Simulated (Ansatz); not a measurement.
Molecular dynamics, with input and output: CH₄AlCl (part 5 of 5)

CH₄AlCl; RKS B3LYP/def2-SVP (Ansatz 0.2.0). It belongs to a series of runs on one base structure; here: dynamics from the last frame of an earlier run.

Geometry of the input (Å):
```
Al 0.9696  1.1891  0.2940
C  0.0012  -0.1861  1.5653
H  -0.6381  -0.7859  0.7495
H  0.8183  -0.8857  1.7973
H  -0.7590  0.2980  2.2618
Cl 1.5513  -0.2351  -1.3052
H  1.1275  2.8536  0.1218
```

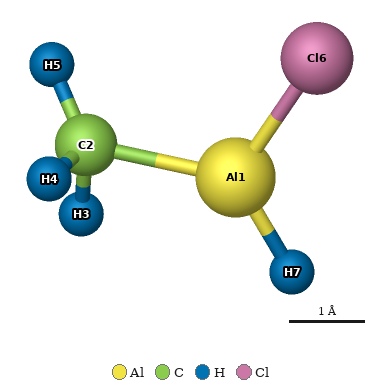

*The geometry at step 220 of the log (ball-and-stick view, seen at a tilt; atoms are numbered from 1 in the order of the input).*

Trajectory as extended XYZ, continued
```
7
Properties=species:S:1:pos:R:3:forces:R:3 step=188 time_fs=94.0 energy=-20217.67190 temperature=1169.8
Al    1.1609    0.2900    0.5612    0.2372  -0.3453   0.1531
C    -0.5162   -0.0271    1.3400   -0.6075   2.2795  -0.1946
H    -0.6110   -0.9475    1.7916    0.2811  -2.7972   1.4539
H    -0.8400    0.6854    2.1149    0.0972   0.2485  -0.0153
H    -1.2892   -0.0632    0.6095   -1.1239   0.3158  -1.0797
Cl    1.4531    0.6381   -1.4585    0.0511   0.2692  -0.7957
H     2.3736   -0.0114    1.4138    1.0648   0.0296   0.4784
7
Properties=species:S:1:pos:R:3:forces:R:3 step=191 time_fs=95.5 energy=-20217.73263 temperature=1252.1
Al    1.1685    0.2729    0.5664   -0.2874  -0.1963  -0.4971
C    -0.5190   -0.0138    1.3202   -2.4212  -0.4020   0.6899
H    -0.6206   -0.9953    1.8268    0.6639   0.0293   0.2569
H    -0.8412    0.7215    2.1001    0.2098  -0.1839  -0.3545
H    -1.3827   -0.1346    0.6314    0.2489   0.6035  -0.1968
Cl    1.4485    0.6515   -1.4532    0.0827   0.2760  -0.7535
H     2.3624   -0.0559    1.3765    1.5033  -0.1266   0.8550
7
Properties=species:S:1:pos:R:3:forces:R:3 step=193 time_fs=96.5 energy=-20217.62881 temperature=1178.6
Al    1.1736    0.2613    0.5693   -0.3311  -0.1838  -0.6602
C    -0.5233   -0.0042    1.3076   -3.3790  -1.8105   1.0471
H    -0.6198   -1.0314    1.8540    0.7875   1.3909  -0.3856
H    -0.8407    0.7436    2.0859    0.2181  -0.3562  -0.4352
H    -1.4439   -0.1778    0.6420    1.1529   0.8322   0.2900
Cl    1.4454    0.6606   -1.4498    0.1033   0.2767  -0.7208
H     2.3731   -0.0883    1.3636    1.4483  -0.1493   0.8646
7
Properties=species:S:1:pos:R:3:forces:R:3 step=196 time_fs=98.0 energy=-20217.46877 temperature=1017.3
Al    1.1815    0.2438    0.5734   -0.0358  -0.3091  -0.5247
C    -0.5355    0.0079    1.2911   -3.8095  -2.9239   1.2686
H    -0.6067   -1.0597    1.8854    0.7675   2.3158  -0.8348
H    -0.8375    0.7731    2.0555    0.1474  -0.4093  -0.3377
H    -1.5139   -0.2291    0.6649    1.9140   1.0906   0.5312
Cl    1.4408    0.6747   -1.4443    0.1351   0.2720  -0.6665
H     2.4159   -0.1391    1.3612    0.8813  -0.0361   0.5640
7
Properties=species:S:1:pos:R:3:forces:R:3 step=198 time_fs=99.0 energy=-20217.47312 temperature=1038.9
Al    1.1867    0.2318    0.5755    0.2391  -0.4303  -0.2984
C    -0.5474    0.0131    1.2817   -3.4490  -3.1829   1.2815
H    -0.5888   -1.0528    1.8966    0.6618   2.4120  -0.8806
H    -0.8341    0.7888    2.0307    0.0649  -0.3027  -0.1565
H    -1.5389   -0.2508    0.6865    1.9805   1.1444   0.4156
Cl    1.4377    0.6846   -1.4409    0.1584   0.2633  -0.6290
H     2.4570   -0.1704    1.3688    0.3442   0.0962   0.2674
7
Properties=species:S:1:pos:R:3:forces:R:3 step=200 time_fs=100.0 energy=-20217.57132 temperature=1105.4
Al    1.1922    0.2200    0.5774    0.4251  -0.5305  -0.0697
C    -0.5626    0.0152    1.2733   -2.5964  -3.0300   1.2728
H    -0.5648   -1.0232    1.8998    0.5102   2.1566  -0.7465
H    -0.8314    0.8016    2.0049   -0.0110  -0.1304   0.0472
H    -1.5454   -0.2603    0.7122    1.6531   1.0570   0.0943
Cl    1.4348    0.6944   -1.4375    0.1841   0.2521  -0.5909
H     2.5012   -0.2002    1.3796   -0.1651   0.2252  -0.0072
7
Properties=species:S:1:pos:R:3:forces:R:3 step=203 time_fs=101.5 energy=-20217.73223 temperature=1264.6
Al    1.2006    0.2023    0.5803    0.4592  -0.5824   0.1486
C    -0.5893    0.0137    1.2634   -0.4387  -1.6944   1.2422
H    -0.5201   -0.9392    1.8931    0.2765   0.9426  -0.0488
H    -0.8289    0.8200    1.9679   -0.0859   0.1350   0.2577
H    -1.5271   -0.2577    0.7502    0.2871   0.6100  -0.7814
Cl    1.4308    0.7088   -1.4327    0.2247   0.2295  -0.5264
H     2.5600   -0.2389    1.3954   -0.7230   0.3597  -0.2918
7
Properties=species:S:1:pos:R:3:forces:R:3 step=205 time_fs=102.5 energy=-20217.69296 temperature=1228.1
Al    1.2066    0.1902    0.5821    0.3771  -0.5591   0.2110
C    -0.6077    0.0107    1.2587    1.3052   0.0203   1.1197
H    -0.4873   -0.8697    1.8879    0.2051  -0.4372   0.8231
H    -0.8276    0.8339    1.9468   -0.1035   0.2306   0.2617
H    -1.5086   -0.2478    0.7667   -1.0672   0.1227  -1.5255
Cl    1.4281    0.7182   -1.4295    0.2505   0.2122  -0.4843
H     2.5921   -0.2604    1.4031   -0.9672   0.4105  -0.4058
7
Properties=species:S:1:pos:R:3:forces:R:3 step=208 time_fs=104.0 energy=-20217.50845 temperature=1014.4
Al    1.2160    0.1718    0.5852    0.1610  -0.4507   0.1691
C    -0.6335    0.0068    1.2537    2.7172   2.2813   0.6184
H    -0.4329   -0.7794    1.8989    0.1881  -2.1556   2.0151
H    -0.8269    0.8636    1.9191   -0.1029   0.1373   0.0455
H    -1.5058   -0.2341    0.7626   -2.0985  -0.4185  -1.9672
Cl    1.4243    0.7330   -1.4252    0.2828   0.1761  -0.4036
H     2.6227   -0.2843    1.4094   -1.1478   0.4301  -0.4774
7
Properties=species:S:1:pos:R:3:forces:R:3 step=210 time_fs=105.0 energy=-20217.52684 temperature=1043.1
Al    1.2223    0.1595    0.5876   -0.0320  -0.3499   0.0610
C    -0.6479    0.0057    1.2515    2.4479   2.2885   0.4257
H    -0.3938   -0.7435    1.9288   -0.0705  -2.0531   1.8495
H    -0.8280    0.8872    1.9003   -0.1058  -0.0101  -0.1331
H    -1.5290   -0.2306    0.7395   -1.3880  -0.4301  -1.4066
Cl    1.4220    0.7430   -1.4227    0.2972   0.1454  -0.3350
H     2.6297   -0.2950    1.4077   -1.1489   0.4093  -0.4616
7
Properties=species:S:1:pos:R:3:forces:R:3 step=213 time_fs=106.5 energy=-20217.59295 temperature=1139.0
Al    1.2319    0.1408    0.5918   -0.4417  -0.1744  -0.1685
C    -0.6651    0.0070    1.2487    1.5886   0.8448   0.7511
H    -0.3390   -0.7236    2.0039   -0.9574  -0.6305   0.3024
H    -0.8334    0.9248    1.8705   -0.1171  -0.2975  -0.3698
H    -1.5849   -0.2328    0.6807    0.5838  -0.1608   0.0527
Cl    1.4190    0.7581   -1.4190    0.3106   0.0912  -0.2164
H     2.6189   -0.3029    1.4002   -0.9669   0.3271  -0.3514
7
Properties=species:S:1:pos:R:3:forces:R:3 step=215 time_fs=107.5 energy=-20217.48979 temperature=1071.2
Al    1.2381    0.1282    0.5952   -0.8288  -0.0303  -0.3795
C    -0.6748    0.0091    1.2470    1.2932   0.0335   1.0552
H    -0.3114   -0.7203    2.0608   -1.5105   0.1966  -0.7231
H    -0.8408    0.9480    1.8489   -0.1198  -0.4711  -0.4687
H    -1.6196   -0.2368    0.6388    1.5585  -0.0111   0.8478
Cl    1.4172    0.7684   -1.4164    0.3145   0.0505  -0.1263
H     2.5990   -0.3031    1.3913   -0.7071   0.2318  -0.2055
7
Properties=species:S:1:pos:R:3:forces:R:3 step=218 time_fs=109.0 energy=-20217.27490 temperature=824.9
Al    1.2468    0.1094    0.6003   -1.5687   0.2329  -0.7810
C    -0.6875    0.0122    1.2466    1.3119  -0.5745   1.2367
H    -0.2955   -0.7100    2.1333   -1.9545   0.7935  -1.6118
H    -0.8563    0.9754    1.8080   -0.1215  -0.5252  -0.4436
H    -1.6422   -0.2418    0.5904    2.1356   0.0532   1.4642
Cl    1.4146    0.7841   -1.4126    0.3152  -0.0132   0.0148
H     2.5577   -0.3015    1.3749   -0.1180   0.0333   0.1208
7
Properties=species:S:1:pos:R:3:forces:R:3 step=220 time_fs=110.0 energy=-20217.22761 temperature=764.2
Al    1.2520    0.0974    0.6031   -2.1483   0.4425  -1.0978
C    -0.6943    0.0133    1.2474    1.5289  -0.6915   1.2622
H    -0.3058   -0.6944    2.1637   -2.0182   0.8709  -1.8197
H    -0.8701    0.9876    1.7770   -0.1056  -0.4271  -0.3512
H    -1.6337   -0.2432    0.5760    2.0360  -0.0093   1.5017
Cl    1.4128    0.7946   -1.4101    0.3171  -0.0553   0.1050
H     2.5250   -0.3010    1.3663    0.3901  -0.1303   0.3998
7
Properties=species:S:1:pos:R:3:forces:R:3 step=223 time_fs=111.5 energy=-20217.34394 temperature=874.4
Al    1.2585    0.0802    0.6061   -2.9277   0.7488  -1.5392
C    -0.7021    0.0142    1.2503    2.1848  -0.5415   1.3001
H    -0.3565   -0.6569    2.1772   -1.8149   0.6428  -1.6177
H    -0.8906    1.0005    1.7257   -0.0861  -0.1217  -0.1653
H    -1.5859   -0.2459    0.5774    1.2053  -0.2467   0.9859
Cl    1.4106    0.8104   -1.4067    0.3184  -0.1196   0.2357
H     2.4827   -0.3020    1.3615    1.1201  -0.3620   0.8006
7
Properties=species:S:1:pos:R:3:forces:R:3 step=225 time_fs=112.5 energy=-20217.47459 temperature=1005.7
Al    1.2611    0.0693    0.6074   -3.1795   0.8798  -1.6808
C    -0.7050    0.0146    1.2534    2.8449  -0.0456   1.3275
H    -0.4118   -0.6242    2.1671   -1.4670   0.2116  -1.0143
H    -0.9065    1.0083    1.6895   -0.0637   0.0979  -0.0620
H    -1.5380   -0.2510    0.5911    0.1683  -0.5365   0.1768
Cl    1.4095    0.8211   -1.4046    0.3144  -0.1642   0.3212
H     2.4664   -0.3049    1.3679    1.3825  -0.4430   0.9316
7
Properties=species:S:1:pos:R:3:forces:R:3 step=228 time_fs=114.0 energy=-20217.54797 temperature=1105.1
Al    1.2631    0.0537    0.6082   -2.9633   0.8794  -1.4977
C    -0.7048    0.0152    1.2599    3.7185   1.4674   0.6853
H    -0.5182   -0.5696    2.1373   -0.7220  -1.0160   0.9178
H    -0.9286    1.0215    1.6332   -0.0371   0.3370   0.0108
H    -1.4667   -0.2670    0.6108   -1.5212  -1.0458  -1.3403
Cl    1.4078    0.8370   -1.4018    0.2960  -0.2336   0.4513
H     2.4680   -0.3156    1.3935    1.2291  -0.3884   0.7728
7
Properties=species:S:1:pos:R:3:forces:R:3 step=230 time_fs=115.0 energy=-20217.55304 temperature=1091.3
Al    1.2635    0.0439    0.6078   -2.5068   0.7696  -1.1284
C    -0.7014    0.0170    1.2652    3.6186   2.3556  -0.4372
H    -0.5987   -0.5422    2.1256   -0.3759  -1.8075   2.3417
H    -0.9441    1.0343    1.5951   -0.0124   0.3254  -0.0089
H    -1.4344   -0.2889    0.6091   -1.8301  -1.1016  -1.7636
Cl    1.4070    0.8473   -1.3997    0.2740  -0.2794   0.5324
H     2.4851   -0.3268    1.4194    0.8326  -0.2620   0.4641
7
Properties=species:S:1:pos:R:3:forces:R:3 step=233 time_fs=116.5 energy=-20217.75010 temperature=1306.6
Al    1.2629    0.0298    0.6066   -1.6669   0.5598  -0.4389
C    -0.6924    0.0228    1.2730    2.2125   1.5647  -1.3053
H    -0.7261   -0.5329    2.1495   -0.2590  -1.4175   2.1294
H    -0.9666    1.0574    1.5384    0.0302   0.1013  -0.0742
H    -1.4161   -0.3390    0.5750   -0.6495  -0.4189  -0.8578
Cl    1.4059    0.8627   -1.3962    0.2333  -0.3507   0.6508
H     2.5247   -0.3492    1.4662    0.0995  -0.0386  -0.1042
7
Properties=species:S:1:pos:R:3:forces:R:3 step=235 time_fs=117.5 energy=-20217.83975 temperature=1435.9
Al    1.2618    0.0208    0.6054   -1.1426   0.4436  -0.0155
C    -0.6842    0.0276    1.2773    0.8458   0.0480  -0.7748
H    -0.8152   -0.5431    2.1912    0.0237  -0.2956   0.5465
H    -0.9801    1.0726    1.4994    0.0645  -0.0993  -0.1047
H    -1.4132   -0.3779    0.5403    0.3422   0.2133   0.0755
Cl    1.4052    0.8729   -1.3935    0.2053  -0.3978   0.7219
H     2.5544   -0.3646    1.4982   -0.3390   0.0879  -0.4490
7
Properties=species:S:1:pos:R:3:forces:R:3 step=238 time_fs=119.0 energy=-20217.62803 temperature=1197.5
Al    1.2588    0.0080    0.6033   -0.5322   0.3485   0.4630
C    -0.6715    0.0341    1.2830   -1.0107  -1.5746   0.1364
H    -0.9488   -0.5594    2.2606    0.8179   1.0556  -1.4953
H    -0.9995    1.0935    1.4368    0.1556  -0.4482  -0.1044
H    -1.4021   -0.4300    0.4926    1.2098   0.8735   1.0171
Cl    1.4044    0.8883   -1.3886    0.1648  -0.4643   0.8101
H     2.5925   -0.3834    1.5394   -0.8052   0.2095  -0.8268
7
Properties=species:S:1:pos:R:3:forces:R:3 step=240 time_fs=120.0 energy=-20217.40984 temperature=965.3
Al    1.2562   -0.0004    0.6020   -0.2571   0.3423   0.6692
C    -0.6641    0.0372    1.2874   -1.8089  -1.9787   0.3678
H    -1.0287   -0.5594    2.2902    1.3022   1.4442  -2.1080
H    -1.0118    1.1028    1.3951    0.2258  -0.6298  -0.0769
H    -1.3821   -0.4572    0.4735    1.3828   1.0816   1.2675
Cl    1.4036    0.8986   -1.3850    0.1395  -0.5062   0.8588
H     2.6102   -0.3934    1.5570   -0.9843   0.2465  -0.9783
7
Properties=species:S:1:pos:R:3:forces:R:3 step=243 time_fs=121.5 energy=-20217.28165 temperature=842.0
Al    1.2521   -0.0126    0.6005   -0.0390   0.4021   0.8490
C    -0.6562    0.0385    1.2946   -2.2464  -1.8904   0.4569
H    -1.1255   -0.5331    2.2963    1.7817   1.5040  -2.2513
H    -1.0289    1.1044    1.3303    0.3259  -0.7017   0.0001
H    -1.3275   -0.4769    0.4684    1.1473   1.0010   1.1027
Cl    1.4024    0.9138   -1.3789    0.1037  -0.5638   0.9144
H     2.6195   -0.4043    1.5650   -1.0732   0.2489  -1.0717
7
Properties=species:S:1:pos:R:3:forces:R:3 step=245 time_fs=122.5 energy=-20217.36268 temperature=950.5
Al    1.2490   -0.0205    0.6000   -0.0115   0.4837   0.8923
C    -0.6531    0.0378    1.2997   -1.9809  -1.4761   0.4812
H    -1.1703   -0.4964    2.2725    1.8881   1.2748  -1.9186
H    -1.0362    1.0972    1.2867    0.3572  -0.5661   0.0510
H    -1.2764   -0.4756    0.4787    0.6874   0.6655   0.6011
Cl    1.4014    0.9239   -1.3746    0.0797  -0.6015   0.9460
H     2.6128   -0.4098    1.5575   -1.0200   0.2197  -1.0530
7
Properties=species:S:1:pos:R:3:forces:R:3 step=248 time_fs=124.0 energy=-20217.52089 temperature=1152.5
Al    1.2446   -0.0324    0.6000   -0.1630   0.6733   0.8425
C    -0.6509    0.0352    1.3087   -0.5507  -0.2663   0.3774
H    -1.2060   -0.4230    2.2039    1.4859   0.4979  -0.5839
H    -1.0377    1.0752    1.2238    0.3183  -0.0798   0.0847
H    -1.1890   -0.4605    0.5044   -0.3742  -0.2865  -0.8104
Cl    1.3998    0.9389   -1.3677    0.0412  -0.6587   0.9878
H     2.5855   -0.4125    1.5281   -0.7575   0.1202  -0.8982
7
Properties=species:S:1:pos:R:3:forces:R:3 step=250 time_fs=125.0 energy=-20217.47838 temperature=1132.8
Al    1.2415   -0.0401    0.6000   -0.4153   0.8419   0.7226
C    -0.6506    0.0328    1.3158    1.0033   0.9336  -0.2670
H    -1.2141   -0.3681    2.1497    0.6070  -0.3567   1.0284
H    -1.0350    1.0590    1.1845    0.2779   0.2675   0.0585
H    -1.1321   -0.4519    0.5155   -1.0479  -1.0031  -1.8551
Cl    1.3989    0.9490   -1.3624    0.0124  -0.6940   1.0082
H     2.5575   -0.4133    1.4964   -0.4375   0.0108  -0.6955
```

Key numbers

| quantity | value |
| --- | --- |
| outcome | finished |
| mean temperature over the second half | 1051 K |
| trajectory | 250 steps, 125 fs |
| ensemble | nvt_langevin |
| temperature in the input | 1000.0 K |
| time step | 0.5 fs |
| potential energy (last step) | −20217.4786 eV |
| mean-field energy (last step) | −20217.4786 eV |
| largest force (length of the vector) (last step) | 2.355 eV/Å |
| wall time | 6.1 min |
| peak memory | 0.14 GiB |

So short a trajectory is not equilibrated. The logged temperature at the start can lie below the typed one, since it is counted over all degrees of freedom.
